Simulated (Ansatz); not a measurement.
# Geometry relaxation of BH₂F₂ (part 1 of 2)

The run: geometry relaxation of BH₂F₂, multiplicity 2. Method and program: UKS B3LYP-D4/def2-SVP (Ansatz 0.2.0).

It belongs to a series of runs on one base structure; here: end point B relaxed. Figures and captions count atoms from 1; the log counts them from 0 in places.

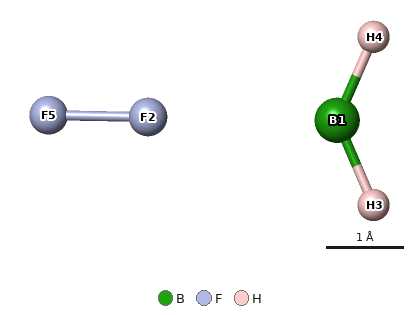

*The starting structure (ball-and-stick view, seen at a tilt; atoms are numbered from 1 in the order of the input).*

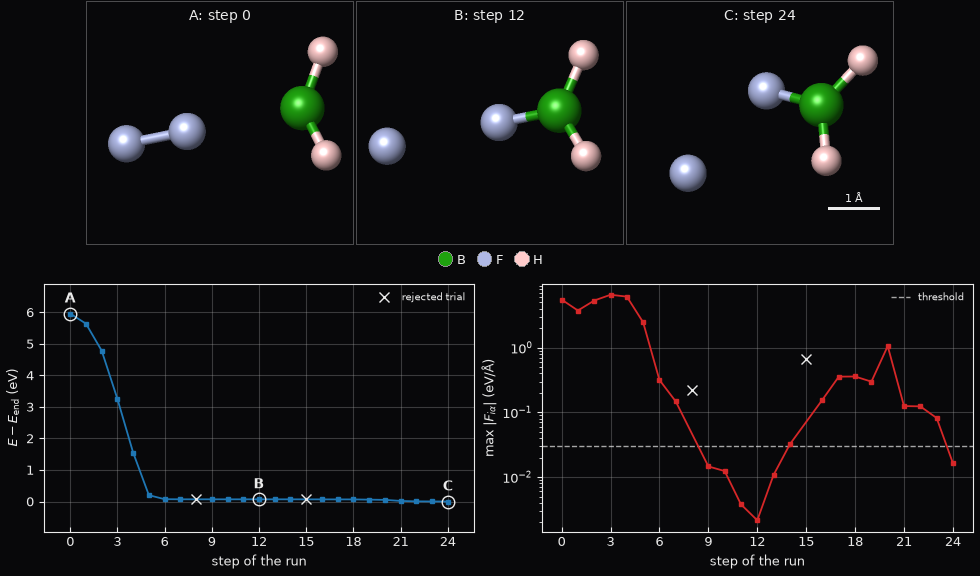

*Frames of the relaxation (ball-and-stick view, seen at a tilt) above the curves, on which the letters mark them (the first geometry is step 0 here and step 1 in the log).*

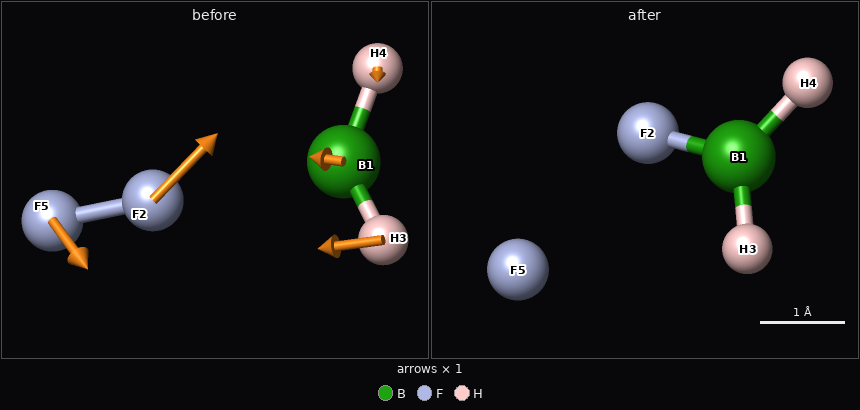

*Before (left) and after (right) the relaxation, at one scale (ball-and-stick view, seen at a tilt). The orange arrows give the displacements, at true length.*

The atom that moves furthest after the best rigid fit is F2 (1.12 Å). Largest moves by element: F 1.12 Å, H 0.87 Å, B 0.48 Å. Among the contacts that change: B1–F2 2.520 → 1.324 Å, F2–F5 1.325 → 2.245 Å, B1–H4 1.200 → 1.206 Å. New bonds form: B1–F2 (2.52 → 1.32 Å). Bonds break: F2–F5 (1.32 → 2.25 Å). Among the angles that change: H3–B1–H4 132.4° → 124.9°. The energy falls by 5.960 eV in 24 geometry steps. The largest force component goes from 5.6 to 0.016 eV/Å. The line search rejected the trial steps at points 8, 15 (counted from 0) and went back. (Atoms are counted from 1 in the order of the input.)

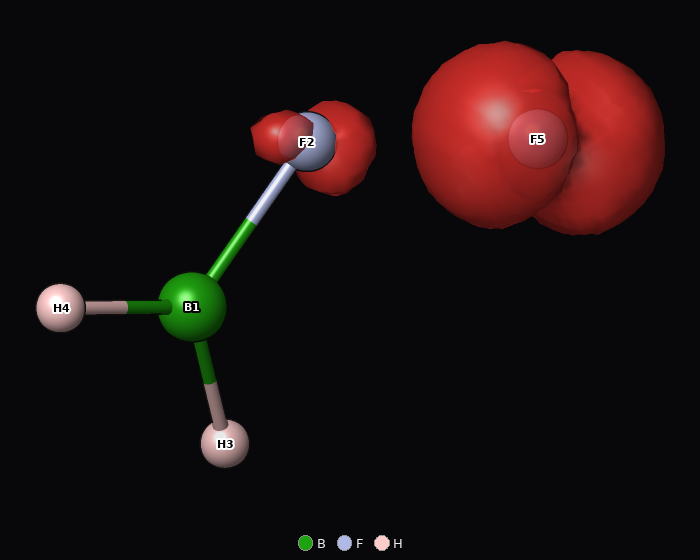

*Isosurface of the spin density (α minus β) at +0.1 e/Å³ (red), seen at an oblique angle.*

The unpaired spin (1 electron) lies mostly on F5 (about 0.9), in electrons by Hirshfeld's partition.

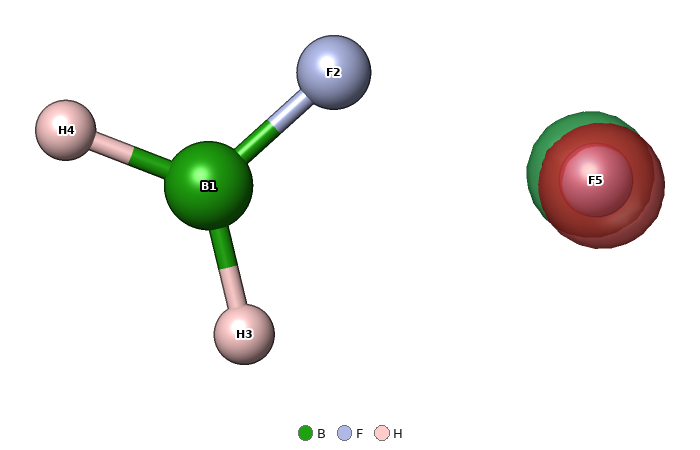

*One frontier orbital at ±0.5 Å⁻³ᐟ² (green and red are the two phases), seen at a tilt.*

The HOMO−1 (β), at −10.77 eV. It lies mainly on F5 (100 %); it changes sign across the molecular plane (π type).

These pictures come from the run below.

**Input file**
```yaml
crystal:
  periodic: [false, false, false]
  atoms:
    - { symbol: B, position_ang: [-1.0e-05, -4.6e-05, -0.401143] }
    - { symbol: F, position_ang: [0.000548, 0.000635, 2.118664] }
    - { symbol: H, position_ang: [1.098209, -7.7e-05, -0.885672] }
    - { symbol: H, position_ang: [-1.098315, -7.7e-05, -0.885461] }
    - { symbol: F, position_ang: [-0.000432, -0.000435, 3.443612] }
magnetization:
  spin_polarized: true
  initial_magnetization: 1
basis:
  gaussian: { orbitals: def2-SVP }
hamiltonian:
  xc: b3lyp
  dispersion: d4
relax:
  f_tol: 0.03
  max_steps: 50
output:
  orbitals: {}
```

Launched with:
```bash
ansatz run input.yaml --threads 1 --pin off --max-ram 2048MiB --backend cpu --events-out ev --progress --plain --runs-dir out
```

**What the program printed**
```
The last accepted step is kept in [file] (removed where the run ends without a failure and the disk answers)
Engine: ansatz 0.2.0, aarch64-unknown-linux-gnu
Functional definition: B3LYP
  parameter a0 = 0.2
  parameter ax = 0.72
  parameter ac = 0.81
  exchange = (1 - a0 - ax)*slater_x + ax*b88_x + a0*exact_x
  correlation = (1 - ac)*vwn_rpa_c + ac*lyp_c
550 factors; integrals over basis functions are off by at most 4.3e-4 eV
mean field evaluation 1: about -6128.9385 eV, gradient 1.3e1 eV
mean field evaluation 2: about -6129.3900 eV, gradient 7.6e0 eV
mean field evaluation 4: about -6129.5566 eV, gradient 1.3e0 eV
mean field evaluation 8: about -6129.5804 eV, gradient 1.9e-2 eV
mean field evaluation 16: about -6129.5804 eV, gradient 4.5e-5 eV
mean field -6129.58037466 eV, -225.2579239900 hartree, gradient 4.5e-5 eV, S^2 0.752538; 2 other end points of the search recorded, 0 dependent functions left out
the calculation of the forces begins
reference -6129.58054684 eV, -225.2579303176 hartree; 13, 12 occupied and 39, 40 virtual orbitals, 550 factors
relax step   1: F+E_penalty+E_count = -6129.62942918 eV  Δ(F+E_penalty+E_count) = +0.000e0 eV  max|allowed force component| = 5.553e0 eV/Å  Δτ_max = 0.0000 Å  (39 SCF iters, accepted)
these checks for a lower state are left out or cut short: starts, cluster_reference, orbital_swaps, neighbouring_geometries, increment
550 factors; integrals over basis functions are off by at most 4.3e-4 eV
mean field -6129.90086345 eV, -225.2697017356 hartree, gradient 6.9e-6 eV, S^2 0.756072; 0 other end points of the search recorded, 0 dependent functions left out
[... from here on the field's lines of each further geometry are left out, up to the last ...]
relax step   2: F+E_penalty+E_count = -6129.94983004 eV  Δ(F+E_penalty+E_count) = -3.204e-1 eV  max|allowed force component| = 3.756e0 eV/Å  Δτ_max = 0.0394 Å  (37 SCF iters, accepted)
relax step   3: F+E_penalty+E_count = -6130.80567446 eV  Δ(F+E_penalty+E_count) = -8.558e-1 eV  max|allowed force component| = 5.358e0 eV/Å  Δτ_max = 0.1943 Å  (41 SCF iters, accepted)
relax step   4: F+E_penalty+E_count = -6132.33529228 eV  Δ(F+E_penalty+E_count) = -1.530e0 eV  max|allowed force component| = 6.581e0 eV/Å  Δτ_max = 0.1947 Å  (45 SCF iters, accepted)
relax step   5: F+E_penalty+E_count = -6134.03961226 eV  Δ(F+E_penalty+E_count) = -1.704e0 eV  max|allowed force component| = 6.165e0 eV/Å  Δτ_max = 0.1949 Å  (46 SCF iters, accepted)
relax step   6: F+E_penalty+E_count = -6135.38805525 eV  Δ(F+E_penalty+E_count) = -1.348e0 eV  max|allowed force component| = 2.472e0 eV/Å  Δτ_max = 0.1950 Å  (57 SCF iters, accepted)
relax step   7: F+E_penalty+E_count = -6135.51573956 eV  Δ(F+E_penalty+E_count) = -1.277e-1 eV  max|allowed force component| = 3.175e-1 eV/Å  Δτ_max = 0.1311 Å  (127 SCF iters, accepted)
relax step   8: F+E_penalty+E_count = -6135.51898319 eV  Δ(F+E_penalty+E_count) = -3.244e-3 eV  max|allowed force component| = 1.477e-1 eV/Å  Δτ_max = 0.0181 Å  (110 SCF iters, accepted)
relax step   9: F+E_penalty+E_count = -6135.51758635 eV  Δ(F+E_penalty+E_count) = +1.397e-3 eV  max|allowed force component| = 2.253e-1 eV/Å  Δτ_max = 0.0170 Å  (125 SCF iters, rejected (line search))
relax step  10: F+E_penalty+E_count = -6135.51953595 eV  Δ(F+E_penalty+E_count) = -5.528e-4 eV  max|allowed force component| = 1.462e-2 eV/Å  Δτ_max = 0.0081 Å  (109 SCF iters, accepted)
relax step  11: F+E_penalty+E_count = -6135.51976296 eV  Δ(F+E_penalty+E_count) = -2.270e-4 eV  max|allowed force component| = 1.240e-2 eV/Å  Δτ_max = 0.0178 Å  (93 SCF iters, accepted)
relax step  12: F+E_penalty+E_count = -6135.51980975 eV  Δ(F+E_penalty+E_count) = -4.679e-5 eV  max|allowed force component| = 3.791e-3 eV/Å  Δτ_max = 0.0108 Å  (93 SCF iters, accepted)
relax step  13: F+E_penalty+E_count = -6135.51981345 eV  Δ(F+E_penalty+E_count) = -3.701e-6 eV  max|allowed force component| = 2.148e-3 eV/Å  Δτ_max = 0.0007 Å  (98 SCF iters, accepted)
relax step  14: F+E_penalty+E_count = -6135.51982813 eV  Δ(F+E_penalty+E_count) = -1.468e-5 eV  max|allowed force component| = 1.080e-2 eV/Å  Δτ_max = 0.0039 Å  (103 SCF iters, accepted)
relax step  15: F+E_penalty+E_count = -6135.51987723 eV  Δ(F+E_penalty+E_count) = -4.910e-5 eV  max|allowed force component| = 3.217e-2 eV/Å  Δτ_max = 0.0130 Å  (114 SCF iters, accepted)
relax step  16: F+E_penalty+E_count = -6135.51431642 eV  Δ(F+E_penalty+E_count) = +5.561e-3 eV  max|allowed force component| = 6.591e-1 eV/Å  Δτ_max = 0.1981 Å  (70 SCF iters, rejected (line search))
relax step  17: F+E_penalty+E_count = -6135.52159630 eV  Δ(F+E_penalty+E_count) = -1.719e-3 eV  max|allowed force component| = 1.577e-1 eV/Å  Δτ_max = 0.0989 Å  (113 SCF iters, accepted)
relax step  18: F+E_penalty+E_count = -6135.52206940 eV  Δ(F+E_penalty+E_count) = -4.731e-4 eV  max|allowed force component| = 3.571e-1 eV/Å  Δτ_max = 0.0539 Å  (104 SCF iters, accepted)
relax step  19: F+E_penalty+E_count = -6135.52264163 eV  Δ(F+E_penalty+E_count) = -5.722e-4 eV  max|allowed force component| = 3.590e-1 eV/Å  Δτ_max = 0.0075 Å  (99 SCF iters, accepted)
relax step  20: F+E_penalty+E_count = -6135.52975885 eV  Δ(F+E_penalty+E_count) = -7.117e-3 eV  max|allowed force component| = 2.988e-1 eV/Å  Δτ_max = 0.0966 Å  (61 SCF iters, accepted)
relax step  21: F+E_penalty+E_count = -6135.53707376 eV  Δ(F+E_penalty+E_count) = -7.315e-3 eV  max|allowed force component| = 1.059e0 eV/Å  Δτ_max = 0.1882 Å  (64 SCF iters, accepted)
relax step  22: F+E_penalty+E_count = -6135.57077557 eV  Δ(F+E_penalty+E_count) = -3.370e-2 eV  max|allowed force component| = 1.253e-1 eV/Å  Δτ_max = 0.2000 Å  (66 SCF iters, accepted)
relax step  23: F+E_penalty+E_count = -6135.58473924 eV  Δ(F+E_penalty+E_count) = -1.396e-2 eV  max|allowed force component| = 1.240e-1 eV/Å  Δτ_max = 0.1978 Å  (59 SCF iters, accepted)
relax step  24: F+E_penalty+E_count = -6135.58718367 eV  Δ(F+E_penalty+E_count) = -2.444e-3 eV  max|allowed force component| = 8.198e-2 eV/Å  Δτ_max = 0.0406 Å  (96 SCF iters, accepted)
the calculation of the forces begins
reference -6135.53637066 eV, -225.4768028058 hartree; 13, 12 occupied and 39, 40 virtual orbitals, 553 factors
relax step  25: F+E_penalty+E_count = -6135.58910704 eV  Δ(F+E_penalty+E_count) = -1.923e-3 eV  max|allowed force component| = 1.639e-2 eV/Å  Δτ_max = 0.0635 Å  (96 SCF iters, accepted)
553 factors; integrals over basis functions are off by at most 7.1e-4 eV
mean field evaluation 384: about -6135.5362 eV, gradient 3.7e-5 eV
mean field -6135.53620236 eV, -225.4767966208 hartree, gradient 5.8e-7 eV, S^2 0.751330; 5 other end points of the search recorded, 0 dependent functions left out
the calculation of the forces begins
reference -6135.53637066 eV, -225.4768028058 hartree; 13, 12 occupied and 39, 40 virtual orbitals, 553 factors
Total energy: -6135.58927534 eV, -225.4787470170 hartree
Atom 0 at    -0.122864    -0.007720     0.049494 Å, force    -0.005956    -0.001458     0.016024 eV/Å
Atom 1 at    -0.738092    -0.057881     1.221106 Å, force     0.008927     0.003017    -0.016390 eV/Å
Atom 2 at     1.080722     0.020753     0.033230 Å, force    -0.005748     0.001184     0.009374 eV/Å
Atom 3 at    -0.826677     0.004672    -0.930281 Å, force    -0.000311    -0.001371    -0.003644 eV/Å
Atom 4 at     0.606911     0.040176     3.016450 Å, force     0.003088    -0.001372    -0.005363 eV/Å
Dipole moment:     0.016280     0.001913    -0.228611 e Å
```
